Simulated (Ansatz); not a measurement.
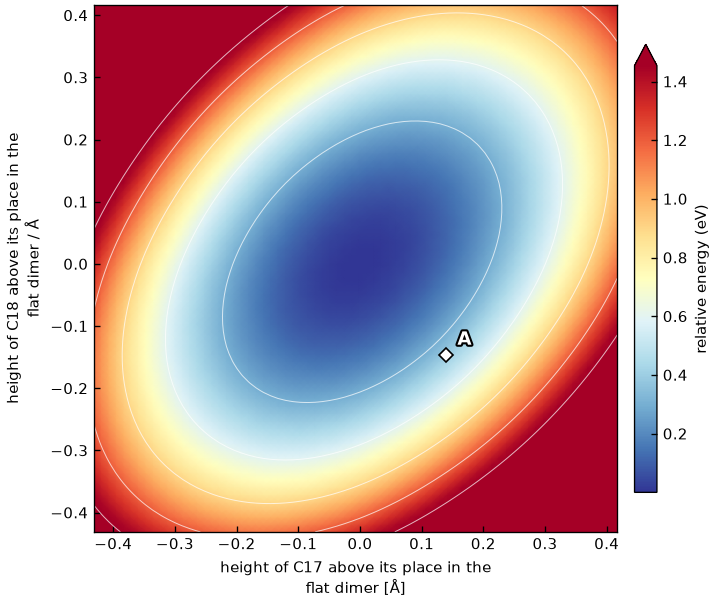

A C(100) slab cut from the Fd-3m phase, its lower face capped with 4 H atoms (22 atoms in the cell). Two atoms of the surface dimers are held at set heights. First axis: height of C17 above its place in the flat dimer. Second axis: height of C18 above its place in the flat dimer. Relaxed at each point: all atoms of the upper layers, but for the two heights. The scan uses a 7 × 7 grid; 28 points were computed and 21 follow by symmetry. Points are written as (first, second). Energies are in eV, from the lowest grid point. The calculation used DFT LDA, scalar-relativistic, plane waves, PAW (Ansatz 0.2.0). Settings: cutoff 420 eV, k-mesh 10×5×1, gaussian smearing 0.05 eV, no spin polarisation.

Drawn: a smooth colour map with a few white contour lines, one colour for all values above the top of the scale, the point A. Between grid points the surface is interpolated.

Q: Which way does the force act at A, and how strong is it?

A: A, at (0.139 Å, −0.146 Å), is not a stationary point. The computed force is 2.7 eV for each Å towards smaller values of the first coordinate and 2.8 eV for each Å towards larger values of the second coordinate.
